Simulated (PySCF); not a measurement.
System: PbF (doublet).

```xyz
2

Pb    0.0000    0.0000   -0.1754
F     0.0000    0.0000    1.9196
```

Core potentials replace the inner electrons of Pb.

All numbers below come from PySCF, PBE0/def2-SVPD, non-relativistic Hamiltonian with scalar-relativistic core potentials where named, at a bond length of 2.095 Å.

> Predict the electron density, electron localisation function and spin density between the atoms.

Pb–F (2.09 Å): ρ is about 0.64 e/Å³ halfway; the ELF peaks at about 0.85 in the valence shell of F, 0.6 Å from its nucleus, and drops to about 0.15 between the two atoms.
The unpaired spin (1 electron) lies mostly on Pb1 (about 1.0), in electrons by Hirshfeld's partition.

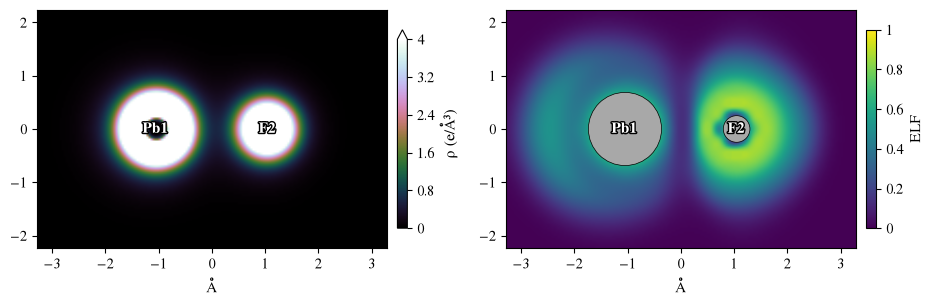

Computed electron density and electron localisation function on a plane that holds the molecular axis, in this order. Grey discs cover the atomic cores in the ELF map. 
